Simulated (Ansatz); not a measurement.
# Cl$_{3}$HOSi···H$_{3}$Si···H$_{3}$O: what the fields show

```csv
atom,x (Å),y (Å),z (Å)
Si,-0.8842,-0.6904,-0.3340
Si,0.4854,0.0649,1.6681
Cl,-1.3330,-2.6736,-0.8182
Cl,-2.3811,-0.5890,1.1992
Cl,-1.8550,0.6067,-1.6761
H,1.0924,0.8387,-1.2997
O,0.6440,-0.7667,-1.1489
H,0.3583,1.0702,0.0785
O,0.8808,1.7012,-0.8328
H,-0.1949,0.8396,2.7276
H,0.4472,-1.3982,1.9412
H,1.9294,0.4380,1.5901
H,0.6932,-1.4966,-1.7745
H,0.1174,2.0551,-1.3207
```

A transition-state structure; geometry: PBE0-D4/def2-TZVP.

Level of theory: RKS PBE0-D4/def2-TZVPP in Ansatz.

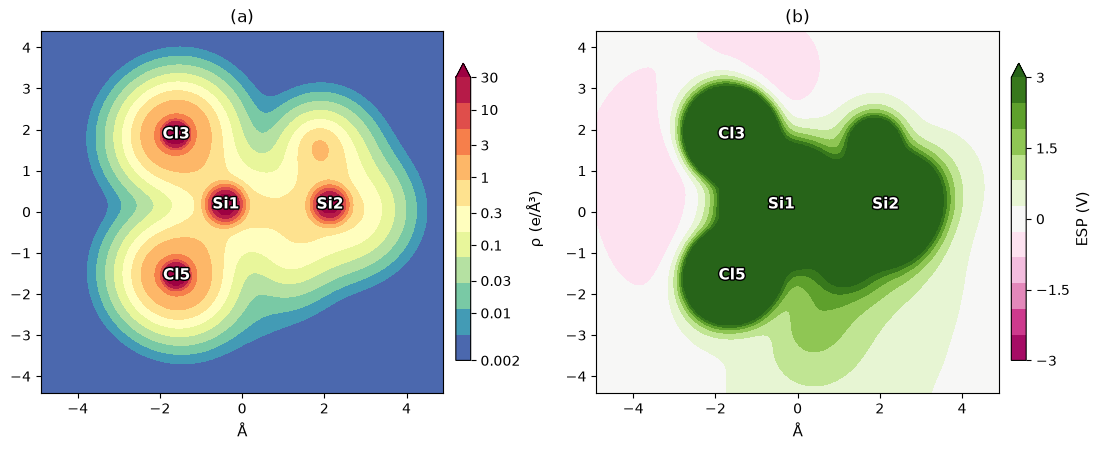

Figure 1. (a) electron density; (b) electrostatic potential on the plane of atoms Cl3, Si1 and Cl5.

Interpret the plot.

Answer.
- The plane passes through Si and Cl nuclei.
- Si–Cl (2.09 Å): ρ is about 0.87 e/Å³ halfway.
- Outside the dense part of the complex the potential is most negative (−0.6 V) near Cl3.

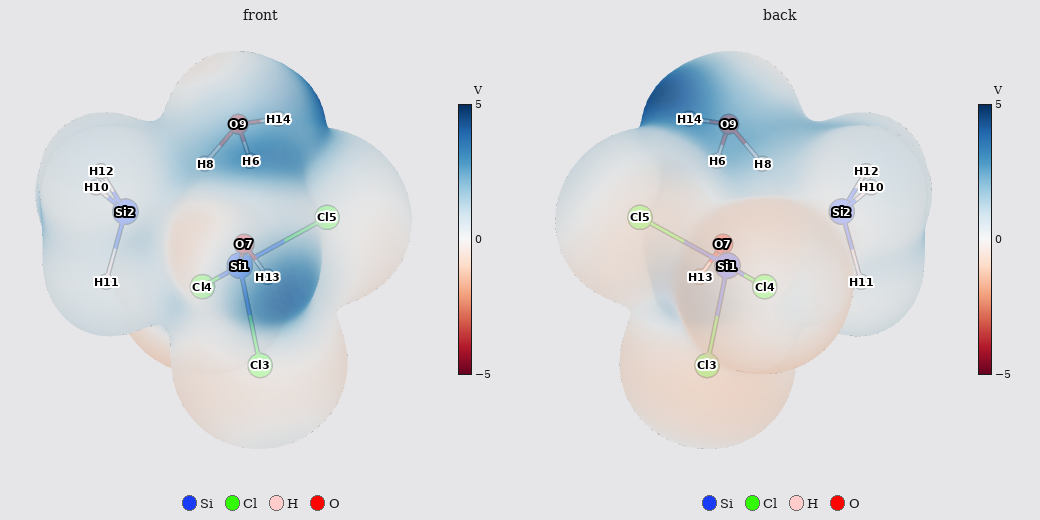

Figure 2. The electrostatic potential painted on the density surface at 0.004 e/bohr³, seen from the front and from behind; red is negative and blue positive.

Where is the surface potential most negative and most positive?

Answer. The most negative region (about −0.9 V) lies over Cl4, the most positive (about +4.1 V) over H14. Cl3 shows a σ-hole: about +0.2 V at the tip opposite its bond, against about −0.4 V on its flanks.

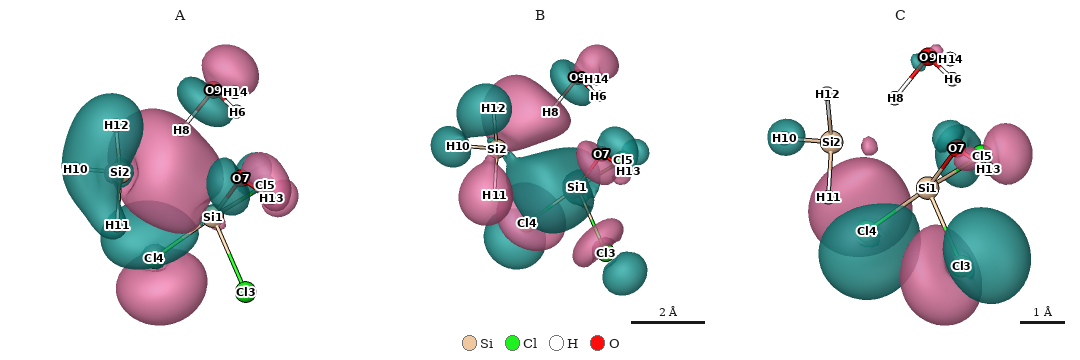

Figure 3. Three frontier orbitals at ±0.08 Å⁻³ᐟ² (teal and pink are the two phases), in no order.

Order the three orbitals by energy and name them.

Answer. C is the HOMO−1 (−8.33 eV). It lies mainly on Cl4 (about 50 %) and Cl3 (about 35 %); largely a combination of lone pairs on Cl4 and Cl3. A is the HOMO (−7.62 eV). Its weight (Hirshfeld) is mainly on Cl4 (about 30 %), Si2 (about 25 %), Si1 (about 10 %), O9 (about 10 %) and H8 (about 10 %). B is the LUMO (−1.59 eV). By Hirshfeld shares it lies mainly on Si1 (about 25 %), Si2 (about 20 %), Cl4 (about 15 %), H8 (about 10 %) and O9 (about 5 %).

What is the HOMO–LUMO gap?

Answer. 6.03 eV between the orbital energies.
